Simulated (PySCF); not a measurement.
C$_{8}$H$_{8}$, SMILES `C=C1C=CC=CC=C1`.

Method: PBE0/def2-SVPD; geometry: GFN2-xTB; program: PySCF. No frequency check shows the geometry to be a minimum.

Input script:

```python
import numpy as np
from pyscf import gto, scf, dft
from pyscf.scf import atom_ks, atom_hf
from scipy.linalg import block_diag

def solve(mol, dm0=None, hcore=None):
    mf = (dft.UKS if mol.spin else dft.RKS)(mol, xc='pbe0')
    mf.grids.level = 3
    mf = mf.density_fit(auxbasis='def2-universal-jkfit')
    mf.conv_tol, mf.max_cycle = 1e-8, 80
    if hcore is not None:
        mf.get_hcore = lambda *args: hcore
    mf.kernel(dm0)
    if not mf.converged:
        mf = mf.newton().run(mf.mo_coeff, mf.mo_occ, max_cycle=30)
    assert mf.converged, 'SCF not converged'
    return mf

mol = gto.M(atom='''
C      2.61464    -0.00017     0.00000
C      1.26888     0.00030     0.00000
C      0.57175    -1.27522     0.00000
C     -0.74140    -1.56065     0.00000
C     -1.87040    -0.67341     0.00000
C     -1.87041     0.67335     0.00000
C     -0.74142     1.56061     0.00000
C      0.57173     1.27520     0.00000
H      3.18226    -0.91410     0.00000
H      3.18225     0.91411     0.00000
H      1.24823    -2.12282     0.00000
H     -1.00758    -2.61138     0.00000
H     -2.83296    -1.17025     0.00000
H     -2.83298     1.17018     0.00000
H     -1.00761     2.61134     0.00000
H      1.24820     2.12281     0.00000
''', basis='def2-svpd', charge=0, spin=0, verbose=4)
mf = solve(mol)
mf.analyze()
# spherically averaged free atoms, for the promolecule
atm = atom_ks.get_atm_nrks(mol, xc='pbe0')
pro = block_diag(*[(atm[a[0]][2] * atm[a[0]][3]) @ atm[a[0]][2].T for a in mol._atom])
np.savez('result.npz', e=mf.e_tot, c=mf.mo_coeff, occ=mf.mo_occ, eps=mf.mo_energy, pro=pro, dip=mf.dip_moment(verbose=0), s2=mf.spin_square()[0])
```

Run with:

```sh
OMP_NUM_THREADS=1 python input.py
```

The run took 80 s on 1 thread of Arm Neoverse N1 (shared host), peak memory 0.88 GiB.

Partitions, critical points and surface values were worked out afterwards from this run's density.

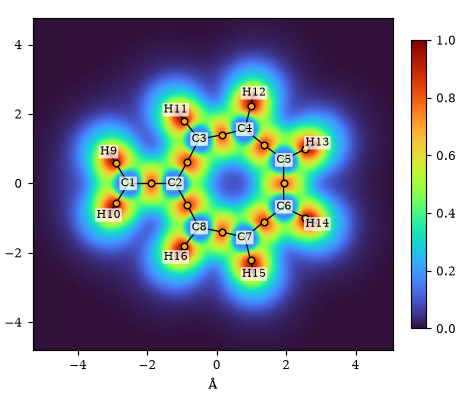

Localised orbital locator (LOL) in the molecular plane, with bond paths and bond critical points (dots).

What values does LOL take at the bond critical points in this plane?

C3–H11 and C8–H16: about 0.90; C5–H13 and C6–H14: about 0.89; C4–H12 and C7–H15: about 0.89; C1–H9 and C1–H10: about 0.89; C2–C8 and C2–C3: about 0.83; C4–C5 and C6–C7: about 0.82; C5–C6: about 0.79; C3–C4 and C7–C8: about 0.79; C1–C2: about 0.78. Values above 0.5 mark slow, localised electrons, as in shared pairs; low values at a critical point mark a polar or closed-shell contact whose critical point lies between the shells.

Where along C3–H11 does the critical point lie?

0.68 Å from C3 and 0.40 Å from H11.
